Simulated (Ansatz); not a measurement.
**B6N7 zinc blende off sphere (B6N7H20+): one molecule under many settings**

How do the results and run time of B6N7 zinc blende off sphere (B6N7H20+) respond when the settings are drawn wide?

Program: Ansatz 0.2.0, Gaussian basis. Level of theory: the settings change from run to run. These are calculated values, not measurements.

## Step 1: The relaxed structure

An earlier r2SCAN-D4/def2-SVP relaxation fixed the geometry.

33 atoms, charge 1, spin multiplicity 1.

Atoms are counted from 1 here; the program's logs count them from 0.

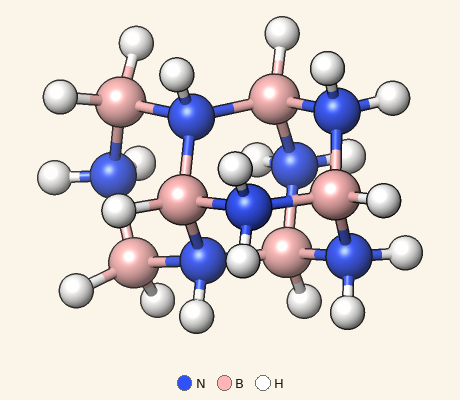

The geometry (nitrogen blue, boron pink, hydrogen white).

## Step 2: BCCD(T)/6-31G*

Options: 1 DIIS vectors, high accuracy, the search for lower states set to off.

in.yaml

```yaml
crystal:
  periodic: [false, false, false]
  atoms:
    - {symbol: N, position_ang: [0.496041, -2.279266, 0.404420]}
    - {symbol: N, position_ang: [-1.639631, 1.639582, -1.339945]}
    - {symbol: N, position_ang: [0.566926, -0.565942, -1.460944]}
    - {symbol: N, position_ang: [-1.300597, -0.462151, 0.221470]}
    - {symbol: N, position_ang: [0.441817, -0.442713, 2.112460]}
    - {symbol: N, position_ang: [0.461059, 1.300753, 0.222541]}
    - {symbol: N, position_ang: [2.279304, -0.494666, 0.405182]}
    - {symbol: B, position_ang: [-2.370575, 0.396521, -0.654415]}
    - {symbol: B, position_ang: [-0.441309, -1.441491, -0.603951]}
    - {symbol: B, position_ang: [1.408265, -1.407954, 1.349919]}
    - {symbol: B, position_ang: [-0.397862, 2.371037, -0.652628]}
    - {symbol: B, position_ang: [1.441260, 0.442614, -0.603064]}
    - {symbol: B, position_ang: [-0.485788, 0.484722, 1.151774]}
    - {symbol: H, position_ang: [1.060801, -2.958461, -0.116807]}
    - {symbol: H, position_ang: [-0.107555, -2.886810, 0.968950]}
    - {symbol: H, position_ang: [-2.362837, 2.362221, -1.390310]}
    - {symbol: H, position_ang: [-1.448607, 1.449668, -2.325645]}
    - {symbol: H, position_ang: [1.154429, -1.152690, -2.060973]}
    - {symbol: H, position_ang: [0.023661, -0.022980, -2.137923]}
    - {symbol: H, position_ang: [-1.962100, -1.004134, 0.784861]}
    - {symbol: H, position_ang: [-0.164451, -0.967232, 2.751863]}
    - {symbol: H, position_ang: [0.965450, 0.163613, 2.752529]}
    - {symbol: H, position_ang: [1.002496, 1.962067, 0.786687]}
    - {symbol: H, position_ang: [2.959041, -1.058755, -0.116070]}
    - {symbol: H, position_ang: [2.886300, 0.109032, 0.970205]}
    - {symbol: H, position_ang: [-2.824644, -0.330613, -1.520766]}
    - {symbol: H, position_ang: [-3.200060, 0.818569, 0.126147]}
    - {symbol: H, position_ang: [-1.071753, -2.213287, -1.292498]}
    - {symbol: H, position_ang: [2.090312, -2.089753, 2.086439]}
    - {symbol: H, position_ang: [0.329479, 2.827007, -1.517794]}
    - {symbol: H, position_ang: [-0.821337, 3.199090, 0.128694]}
    - {symbol: H, position_ang: [2.212860, 1.073991, -1.290976]}
    - {symbol: H, position_ang: [-1.180388, 1.178400, 1.860568]}
basis:
  gaussian: {orbitals: "6-31G*"}
total_charge: 1
hamiltonian: {xc: {name: HF}}
correlation: {method: bccd_t, diis_vectors: 1}
accuracy: high
scf: {lower_state_search: off}
```

The run is started by

```sh
ansatz run in.yaml --threads 2 --pin off --events-out ev --progress --plain --max-ram 22528MiB --backend cuda --devices 0, --max-vram 18GiB
```

The log of the run (excerpt; [...] marks lines left out):

```text
Functional definition: HF
  name "HF"
  cite "Fock, Z. Phys. 61, 126 (1930) doi:10.1007/BF01340294"
  parent pbe
[...]
6063 factors; integrals over basis functions are off by at most 8.1e-9 eV
[...]
mean field -14724.20818821 eV, -541.1046704900 hartree, gradient 1.2e-8 eV, S^2 0.000000; 0 other end points of the search recorded, 0 dependent functions left out
13 core orbitals not correlated: weight in the atoms' cores, before any rotation towards them, 1.000 or more for the frozen orbitals, at most 0.000 for the correlated occupied ones
reference -14724.20818821 eV, -541.1046704900 hartree; 36, 36 occupied and 186, 186 virtual orbitals, 6063 factors
second order -45.87586338 eV of doubles, -0.00000000 eV of singles
cycle   1  -47.46335505 eV  change    -1.6e0 eV  update   1.4e-1
[...]
cycle  28  -48.83112330 eV  change   -2.2e-9 eV  update  8.3e-10
perturbative correction -1.53885305 eV, -0.0565518066 hartree
Total energy: -14774.57816457 eV, -542.9557329791 hartree
Checks for a lower state left out: stability, starts, cluster_reference, orbital_swaps, neighbouring_geometries, increment
```

It took 38 s on 1 × H100 (card shared with other runs) with 2 threads of AMD EPYC 7R13, shared host; peak host memory 1.4 GiB.

## Step 3: PBEsol/6-31G*

This run has charge +2, multiplicity 2, coordinates scaled by 1.05, D3(BJ) with three-body dispersion, relativity set to none, the search for lower states set to full.

in.yaml

```yaml
crystal:
  periodic: [false, false, false]
  atoms:
    - {symbol: N, position_ang: [0.520843, -2.393230, 0.424641]}
    - {symbol: N, position_ang: [-1.721612, 1.721562, -1.406943]}
    - {symbol: N, position_ang: [0.595272, -0.594239, -1.533992]}
    - {symbol: N, position_ang: [-1.365626, -0.485258, 0.232543]}
    - {symbol: N, position_ang: [0.463908, -0.464849, 2.218083]}
    - {symbol: N, position_ang: [0.484112, 1.365791, 0.233669]}
    - {symbol: N, position_ang: [2.393269, -0.519399, 0.425441]}
    - {symbol: B, position_ang: [-2.489104, 0.416347, -0.687135]}
    - {symbol: B, position_ang: [-0.463375, -1.513565, -0.634149]}
    - {symbol: B, position_ang: [1.478678, -1.478352, 1.417415]}
    - {symbol: B, position_ang: [-0.417755, 2.489588, -0.685260]}
    - {symbol: B, position_ang: [1.513323, 0.464745, -0.633217]}
    - {symbol: B, position_ang: [-0.510077, 0.508958, 1.209363]}
    - {symbol: H, position_ang: [1.113841, -3.106384, -0.122648]}
    - {symbol: H, position_ang: [-0.112933, -3.031150, 1.017398]}
    - {symbol: H, position_ang: [-2.480979, 2.480332, -1.459825]}
    - {symbol: H, position_ang: [-1.521037, 1.522152, -2.441928]}
    - {symbol: H, position_ang: [1.212150, -1.210324, -2.164022]}
    - {symbol: H, position_ang: [0.024844, -0.024129, -2.244819]}
    - {symbol: H, position_ang: [-2.060205, -1.054341, 0.824104]}
    - {symbol: H, position_ang: [-0.172673, -1.015594, 2.889456]}
    - {symbol: H, position_ang: [1.013722, 0.171794, 2.890155]}
    - {symbol: H, position_ang: [1.052621, 2.060170, 0.826022]}
    - {symbol: H, position_ang: [3.106993, -1.111693, -0.121874]}
    - {symbol: H, position_ang: [3.030615, 0.114483, 1.018715]}
    - {symbol: H, position_ang: [-2.965876, -0.347143, -1.596805]}
    - {symbol: H, position_ang: [-3.360063, 0.859497, 0.132455]}
    - {symbol: H, position_ang: [-1.125340, -2.323951, -1.357123]}
    - {symbol: H, position_ang: [2.194828, -2.194241, 2.190761]}
    - {symbol: H, position_ang: [0.345953, 2.968357, -1.593684]}
    - {symbol: H, position_ang: [-0.862403, 3.359044, 0.135128]}
    - {symbol: H, position_ang: [2.323503, 1.127690, -1.355525]}
    - {symbol: H, position_ang: [-1.239408, 1.237320, 1.953597]}
basis:
  gaussian: {orbitals: "6-31G*"}
total_charge: 2
magnetization: {spin_polarized: true, initial_magnetization: 1}
hamiltonian: {xc: {name: PBEsol}, dispersion: d3bjatm, pseudopotentials: {relativity: none}}
scf: {lower_state_search: full}
```

Launched as before.

The log of the run (excerpt; [...] marks lines left out):

```text
Functional definition: PBEsol
  name "PBEsol"
  cite "Perdew et al., Phys. Rev. Lett. 100, 136406 (2008) doi:10.1103/PhysRevLett.100.136406"
  cite "Perdew, Burke & Ernzerhof, Phys. Rev. Lett. 77, 3865 (1996) doi:10.1103/PhysRevLett.77.3865"
  parent pbesol
[...]
3014 factors; their error is unknown
[...]
mean field -14724.48045863 eV, -541.1146762435 hartree, gradient 2.2e-6 eV, S^2 0.750977; 12 other end points of the search recorded, 0 dependent functions left out
reference -14724.48050325 eV, -541.1146778831 hartree; 49, 48 occupied and 186, 187 virtual orbitals, 3014 factors
Total energy: -14724.97837696 eV, -541.1329744045 hartree
```

Wall time 14 s (1 × H100 (card shared with other runs) with 2 threads of AMD EPYC 7R13, shared host); peak host memory 1.1 GiB.

⟨S²⟩ 0.751.

## Step 4: B2GP-PLYP/6-31++G**

This run has multiplicity 3, the search for lower states set to off.

in.yaml

```yaml
crystal:
  periodic: [false, false, false]
  atoms:
    - {symbol: N, position_ang: [0.496041, -2.279266, 0.404420]}
    - {symbol: N, position_ang: [-1.639631, 1.639582, -1.339945]}
    - {symbol: N, position_ang: [0.566926, -0.565942, -1.460944]}
    - {symbol: N, position_ang: [-1.300597, -0.462151, 0.221470]}
    - {symbol: N, position_ang: [0.441817, -0.442713, 2.112460]}
    - {symbol: N, position_ang: [0.461059, 1.300753, 0.222541]}
    - {symbol: N, position_ang: [2.279304, -0.494666, 0.405182]}
    - {symbol: B, position_ang: [-2.370575, 0.396521, -0.654415]}
    - {symbol: B, position_ang: [-0.441309, -1.441491, -0.603951]}
    - {symbol: B, position_ang: [1.408265, -1.407954, 1.349919]}
    - {symbol: B, position_ang: [-0.397862, 2.371037, -0.652628]}
    - {symbol: B, position_ang: [1.441260, 0.442614, -0.603064]}
    - {symbol: B, position_ang: [-0.485788, 0.484722, 1.151774]}
    - {symbol: H, position_ang: [1.060801, -2.958461, -0.116807]}
    - {symbol: H, position_ang: [-0.107555, -2.886810, 0.968950]}
    - {symbol: H, position_ang: [-2.362837, 2.362221, -1.390310]}
    - {symbol: H, position_ang: [-1.448607, 1.449668, -2.325645]}
    - {symbol: H, position_ang: [1.154429, -1.152690, -2.060973]}
    - {symbol: H, position_ang: [0.023661, -0.022980, -2.137923]}
    - {symbol: H, position_ang: [-1.962100, -1.004134, 0.784861]}
    - {symbol: H, position_ang: [-0.164451, -0.967232, 2.751863]}
    - {symbol: H, position_ang: [0.965450, 0.163613, 2.752529]}
    - {symbol: H, position_ang: [1.002496, 1.962067, 0.786687]}
    - {symbol: H, position_ang: [2.959041, -1.058755, -0.116070]}
    - {symbol: H, position_ang: [2.886300, 0.109032, 0.970205]}
    - {symbol: H, position_ang: [-2.824644, -0.330613, -1.520766]}
    - {symbol: H, position_ang: [-3.200060, 0.818569, 0.126147]}
    - {symbol: H, position_ang: [-1.071753, -2.213287, -1.292498]}
    - {symbol: H, position_ang: [2.090312, -2.089753, 2.086439]}
    - {symbol: H, position_ang: [0.329479, 2.827007, -1.517794]}
    - {symbol: H, position_ang: [-0.821337, 3.199090, 0.128694]}
    - {symbol: H, position_ang: [2.212860, 1.073991, -1.290976]}
    - {symbol: H, position_ang: [-1.180388, 1.178400, 1.860568]}
basis:
  gaussian: {orbitals: "6-31++G**"}
total_charge: 1
magnetization: {spin_polarized: true, initial_magnetization: 2}
hamiltonian: {xc: {name: B2GP-PLYP}}
scf: {lower_state_search: off}
output: {forces: true}
```

Same command.

The log of the run (excerpt; [...] marks lines left out):

```text
Functional definition: B2GP-PLYP
  name "B2GP-PLYP"
  cite "Karton, Tarnopolsky, Lamère, Schatz & Martin, J. Phys. Chem. A 112, 12868 (2008) doi:10.1021/jp801805p"
  cite "Becke, Phys. Rev. A 38, 3098 (1988) doi:10.1103/PhysRevA.38.3098"
  cite "Lee, Yang & Parr, Phys. Rev. B 37, 785 (1988) doi:10.1103/PhysRevB.37.785"
[...]
3344 factors; integrals over basis functions are off by at most 9.4e-4 eV
[...]
mean field -14773.98857930 eV, -542.9340661200 hartree, gradient 7.5e-6 eV, S^2 2.014543; 0 other end points of the search recorded, 0 dependent functions left out
13 core orbitals not correlated: weight in the atoms' cores, before any rotation towards them, 1.000 or more for the frozen orbitals, at most 0.000 for the correlated occupied ones
reference -14773.98875941 eV, -542.9340727392 hartree; 37, 35 occupied and 317, 319 virtual orbitals, 3344 factors
[...]
Atom 24 at     2.886300     0.109032     0.970205 Å, force    -0.014137     0.036068     0.092613 eV/Å
Atom 25 at    -2.824644    -0.330613    -1.520766 Å, force    -1.484418    -0.788573    -0.668914 eV/Å
Atom 26 at    -3.200060     0.818569     0.126147 Å, force    -1.402597    -0.524944    -0.403690 eV/Å
Atom 27 at    -1.071753    -2.213287    -1.292498 Å, force     0.056770     0.393712     0.294016 eV/Å
Atom 28 at     2.090312    -2.089753     2.086439 Å, force    -0.300855     0.266174    -0.232353 eV/Å
Atom 29 at     0.329479     2.827007    -1.517794 Å, force    -0.454440    -0.164543     0.330146 eV/Å
Atom 30 at    -0.821337     3.199090     0.128694 Å, force    -0.184663    -0.199848    -0.301559 eV/Å
Atom 31 at     2.212860     1.073991    -1.290976 Å, force    -0.366162    -0.157210     0.258337 eV/Å
Atom 32 at    -1.180388     1.178400     1.860568 Å, force     0.094538    -0.235435    -0.324739 eV/Å
Dipole moment:    -0.680403    -0.145158     0.384192 e Å
Checks for a lower state left out: starts, cluster_reference, orbital_swaps, neighbouring_geometries, increment
```

Wall time 19 s (1 × H100 (card shared with other runs) with 2 threads of AMD EPYC 7R13, shared host); peak host memory 3.9 GiB.

Largest force 6.083 eV/Å, ⟨S²⟩ 2.015.

## Step 5: revPBE/def2-mTZVP

Set apart from the defaults: D3(BJ) with three-body dispersion, high accuracy.

in.yaml: that of step 4 with these lines changed.

```diff
@@ -37,7 +37,5 @@
 basis:
-  gaussian: {orbitals: "6-31++G**"}
+  gaussian: {orbitals: def2-mTZVP}
 total_charge: 1
-magnetization: {spin_polarized: true, initial_magnetization: 2}
-hamiltonian: {xc: {name: B2GP-PLYP}}
-scf: {lower_state_search: off}
-output: {forces: true}
+hamiltonian: {xc: {name: revPBE}, dispersion: d3bjatm}
+accuracy: high
```

The command is unchanged.

The log of the run:

```text
Functional definition: revPBE
  name "revPBE"
  cite "Zhang & Yang, Phys. Rev. Lett. 80, 890 (1998) doi:10.1103/PhysRevLett.80.890"
  cite "Perdew, Burke & Ernzerhof, Phys. Rev. Lett. 77, 3865 (1996) doi:10.1103/PhysRevLett.77.3865"
  parameter kappa = 1.245
  parameter beta = 0.06672455060314922
  exchange = pbe_x(kappa = kappa, mu = beta*pi^2/3)
  correlation = pbe_c(beta = beta)
6754 factors; integrals over basis functions are off by at most 1.7e-8 eV
mean field evaluation 1: about -14768.7422 eV, gradient 1.6e2 eV
mean field evaluation 2: about -14497.4940 eV, gradient 3.7e2 eV
mean field evaluation 4: about -14815.7800 eV, gradient 3.8e1 eV
mean field evaluation 8: about -14818.6550 eV, gradient 3.8e-1 eV
mean field evaluation 16: about -14818.6463 eV, gradient 4.0e-4 eV
mean field -14818.64629715 eV, -544.5752069812 hartree, gradient 7.5e-8 eV, S^2 0.000000; 0 other end points of the search recorded, 0 dependent functions left out
reference -14818.64630548 eV, -544.5752072872 hartree; 49, 49 occupied and 258, 258 virtual orbitals, 6754 factors
Total energy: -14821.64203588 eV, -544.6852983487 hartree
```

It took 13 s on 1 × H100 (card shared with other runs) with 2 threads of AMD EPYC 7R13, shared host; peak host memory 1.6 GiB.

## Step 6: All runs side by side

```tsv
level	charge	multiplicity	geometry	functions	energy (eV)	time
BCCD(T)/6-31G*	1	1	relaxed	235	-14774.578	38 s
PBEsol/6-31G*	2	2	scaled	235	-14724.978	14 s
B2GP-PLYP/6-31++G**	1	3	relaxed	367	-14794.820	19 s
revPBE/def2-mTZVP	1	1	relaxed	307	-14821.642	13 s
```

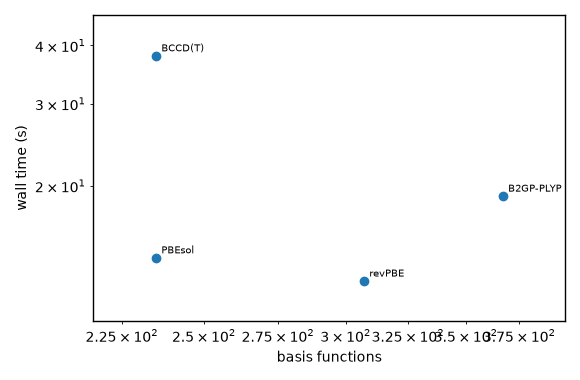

Wall time against the number of basis functions (shared host).

## Step 7: Outcome

| quantity | value |
| --- | --- |
| runs | 4 |
| quickest | revPBE/def2-mTZVP, 13 s |
| slowest | BCCD(T)/6-31G*, 38 s |
| spread of total energies, same state and geometry | 47.1 eV |

In words: Run time spans a factor of 3, from revPBE/def2-mTZVP to BCCD(T)/6-31G*. The jobs differ in tasks and options as well as level. Total energies at one charge and spin differ by 47 eV between levels, so only differences within one level mean anything.
